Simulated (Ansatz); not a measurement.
```yaml
atoms:
  - { symbol: C, position_ang: [-0.7389, 1.7653, -0.6320] }
  - { symbol: C, position_ang: [0.3604, 1.0542, 0.1450] }
  - { symbol: B, position_ang: [-0.1148, 0.1709, 1.3587] }
  - { symbol: O, position_ang: [0.8402, -0.4855, 2.0858] }
  - { symbol: O, position_ang: [-1.4502, 0.0927, 1.6389] }
  - { symbol: H, position_ang: [-0.3368, 2.3632, -1.4648] }
  - { symbol: H, position_ang: [-1.3143, 2.4434, 0.0170] }
  - { symbol: H, position_ang: [-1.4595, 1.0483, -1.0546] }
  - { symbol: H, position_ang: [0.9543, 0.4017, -0.5209] }
  - { symbol: H, position_ang: [1.0974, 1.7787, 0.5370] }
  - { symbol: H, position_ang: [0.5084, -1.0135, 2.8176] }
  - { symbol: H, position_ang: [-1.6811, -0.4608, 2.3906] }
```

Geometry: PBE0-D3(BJ)/def2-SVP.

Method: Ansatz, isolated molecule in a Gaussian basis; Kohn-Sham density functional theory, functional PBE0.

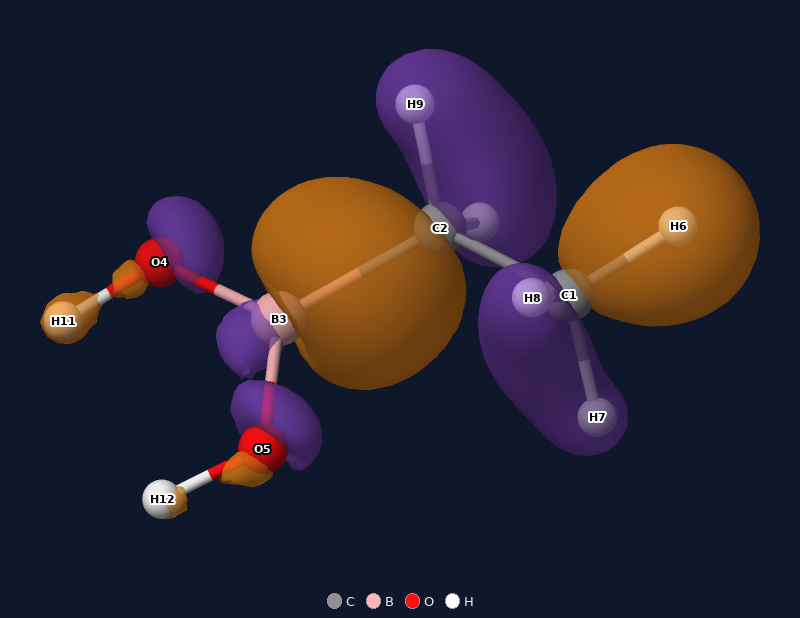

C$_{2}$H$_{7}$BO$_{2}$ (SMILES CCB(O)O). The HOMO at ±0.15 Å⁻³ᐟ² (orange and purple are the two phases), seen at an oblique angle.

Describe this orbital and give its energy.

Answer. By Hirshfeld shares it lies mainly on C2 (about 30 %), B3 (about 15 %), C1 (about 15 %) and H6 (about 10 %). Its energy is −8.69 eV.
